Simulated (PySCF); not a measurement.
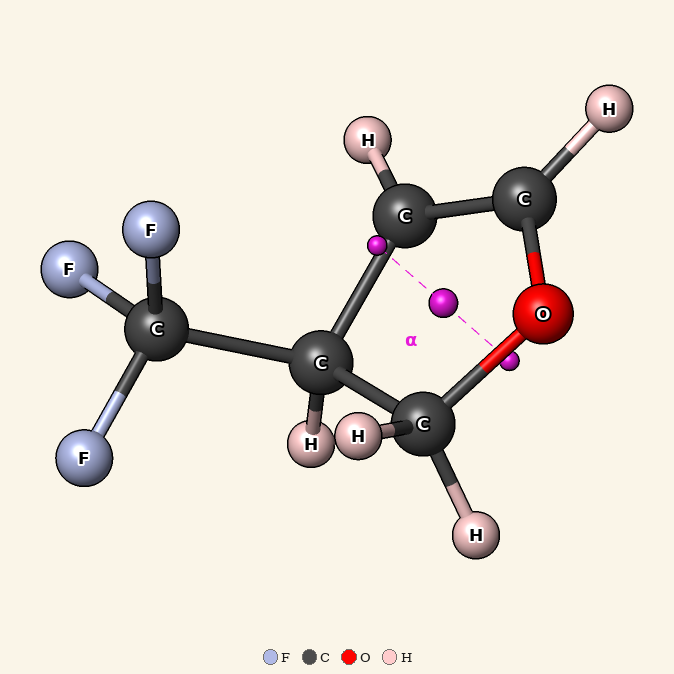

The small points mark where nucleus-independent chemical shifts (NICS) were computed: at the centre of each lettered ring and 1 Å above and below it. The geometry was computed by an optimisation with GFN2-xTB. No frequency run is at hand to confirm it as a minimum. Level of theory: GIAO PBE0/pcSseg-1 NMR shielding, non-relativistic, gas phase (PySCF 2.14.0).

Give NICS(0), NICS(1) and the out-of-plane component NICS(1)zz for each ring (means of the two sides).

| ring | members | NICS(0) | NICS(1) | NICS(1)zz |
| --- | --- | --- | --- | --- |
| α | C4O | −4.8 | −2.6 | −3.9 |

Values in ppm.

> What do the values say about the ring currents?

Ring α: weak, as in a non-aromatic ring. NICS is one index among several.
